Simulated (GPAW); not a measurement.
Band structure of NbC (Fm-3m, 2 atoms in the cell).

```xyz
2
Lattice="0.0000 2.2540 2.2540 2.2540 0.0000 2.2540 2.2540 2.2540 0.0000" Properties=species:S:1:pos:R:3 pbc="T T T"
Nb     0.0000     0.0000     0.0000
C      2.2540     2.2540     2.2540
```

Method of the run: PBEsol, GPAW PAW datasets PBEsol (made by gpaw-setup) (plane waves; GPAW).

Settings: mode = pw; ecut = 900 eV; xc = PBEsol; kpts = 17 17 17; mesh shift (steps) = 0 0 0; occupations.name = methfessel-paxton; occupations.width = 0.1 eV; occupations.order = 0; nbands = -6; convergence.density = 1e-05 e/electron; convergence.energy = 1e-05 eV/electron; symmetry.symmorphic = false; symmetry.tolerance = 0.0005; maxiter = 100.

The starting cell comes from a database of computed structures (which also holds hypothetical and non-ambient phases and stackings), without a prior relaxation at this level. Spin polarisation is off.

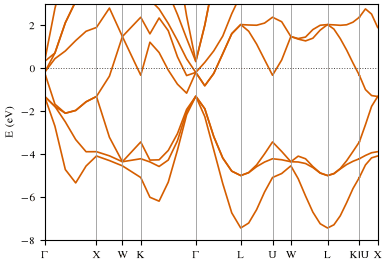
*Bands along the path, energies from the Fermi level.*

Levels in eV from the Fermi level, bands 5 to 12:
| point | 5 | 6 | 7 | 8 | 9 | 10 | 11 | 12 |
|---|---|---|---|---|---|---|---|---|
| Γ | -13.30 | -1.31 | -1.31 | -1.31 | -0.21 | -0.21 | -0.21 | 0.30 |
| X | -11.90 | -4.09 | -3.89 | -1.33 | -1.33 | 1.89 | 3.08 | 3.08 |
| W | -11.14 | -4.55 | -4.36 | -4.36 | 1.46 | 1.46 | 3.09 | 4.98 |
| K | -11.22 | -5.09 | -4.22 | -3.44 | -0.34 | 2.36 | 3.27 | 5.38 |
| L | -9.75 | -7.44 | -5.00 | -5.00 | 2.02 | 2.02 | 3.41 | 5.65 |
| U | -11.22 | -5.09 | -4.22 | -3.44 | -0.34 | 2.36 | 3.27 | 5.38 |

Bands cross the Fermi level along this path, so the cell is metallic at this level.
